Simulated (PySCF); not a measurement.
## Electronic structure of C3H11GeN (SMILES [H][Ge]([H])([H])[N](C)CC) in real space

Input

```
{"job": {"kind": "uv", "xc": "CAM-B3LYP", "basis": "def2-SVPD", "ip": false, "nstates": 15}, "charge": 0, "multiplicity": 1}
Ge    -0.050991     0.488794    -1.935607
N     -0.310489     0.589178    -0.120852
C      0.529780     1.461653     0.657911
C     -0.851821    -0.552140     0.584262
C      0.149218    -1.643806     0.950179
H      0.010677     1.760087     1.587792
H      1.505804     1.024942     0.956754
H      0.746923     2.385911     0.098722
H     -1.343120    -0.185254     1.506828
H     -1.658566    -0.990378    -0.028677
H     -0.345747    -2.466913     1.488955
H      0.622264    -2.066412     0.049108
H      0.951281    -1.258580     1.598764
H      1.237708    -0.265442    -2.359043
H      0.043085     1.935558    -2.454342
H     -1.270356    -0.251128    -2.514326
```

Run with:

```sh
OMP_NUM_THREADS=1 python probes_run.py task.json out
```

Geometry: PBE0-D3(BJ)/def2-SVP.

Computed with PySCF, CAM-B3LYP/def2-SVPD, SCF density, gas phase.

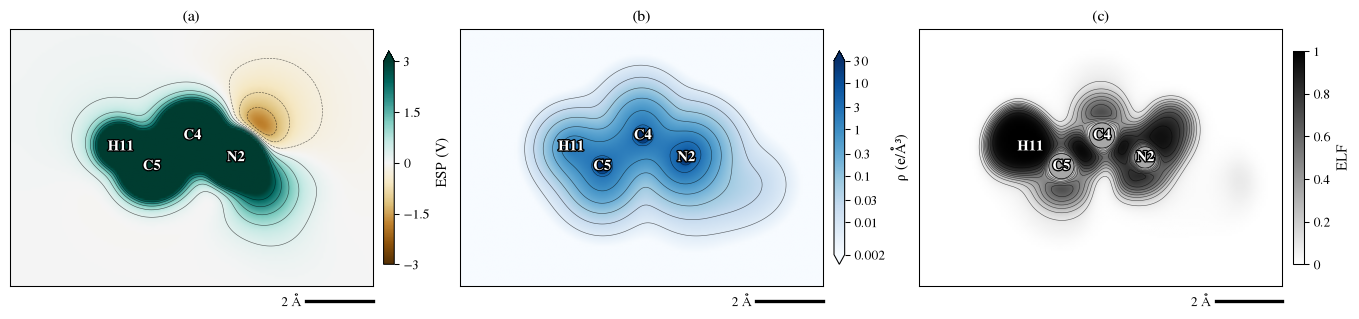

Figure 1. (a) molecular electrostatic potential; (b) total electron density; (c) ELF on the plane of atoms C4, C5 and H11. Grey discs cover the atomic cores in the ELF map.

Read the bonding off the picture.

Answer.
- The section cuts through N, C and H sites.
- C–N (1.45 Å): ρ is about 1.9 e/Å³ halfway; the ELF peaks at about 0.95 between the atoms (localised, covalent bonding).
- C–C (1.53 Å): ρ at the midpoint is about 1.7 e/Å³; the ELF peaks at about 0.95 between the atoms: localised, covalent bonding.
- C–H (1.10 Å): ρ is about 1.9 e/Å³ halfway; the ELF climbs to about 1 towards the hydrogen, as it does in any bond to H; an ordinary covalent bond to hydrogen.
- The ELF also peaks beside N2, away from the bonds: lone-pair regions.
- Outside the dense part of the molecule the potential is most negative (−1.8 V) near N2.

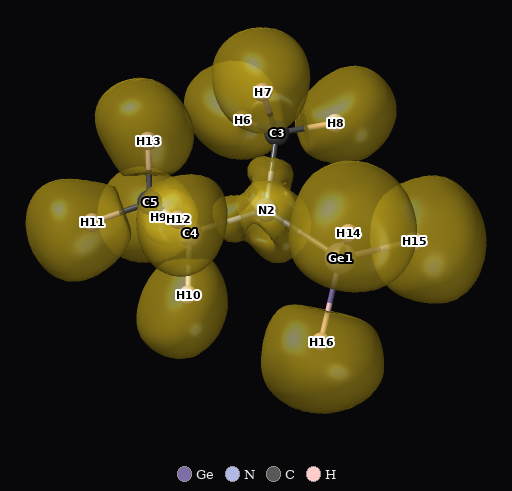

Figure 2. Isosurface of the electron localisation function at 0.75 (yellow), seen at a tilt. Core shells and regions of very low density are left out.

Where are the electrons localised?

Answer. The ELF exceeds this value in one region between bonded C–C atoms (shared pairs), eleven regions around hydrogen nuclei and one region on N in which the atom's valence shell and bonds are merged. Profiles from the grid: C–N (1.44 Å): the ELF peaks at about 0.95 between the atoms, as expected for localised, covalent bonding.

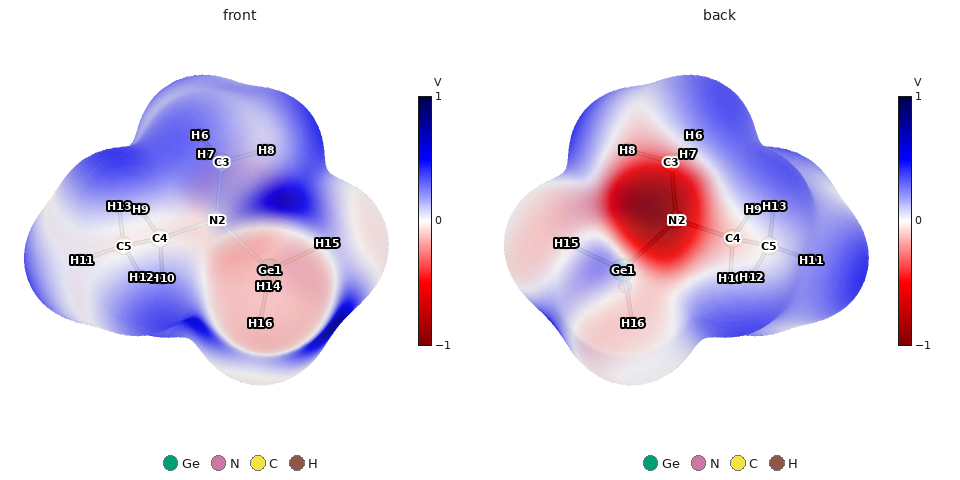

Figure 3. The molecular electrostatic potential painted on the density surface at 0.001 e/bohr³, seen from the front and from behind; the colour scale runs from red (negative) to blue (positive).

Describe the electrostatic potential map.

Answer. The most negative region (about −0.9 V, or −21 kcal/mol for a unit charge) lies over N2, the most positive (about +0.7 V, or +16 kcal/mol for a unit charge) over Ge1.
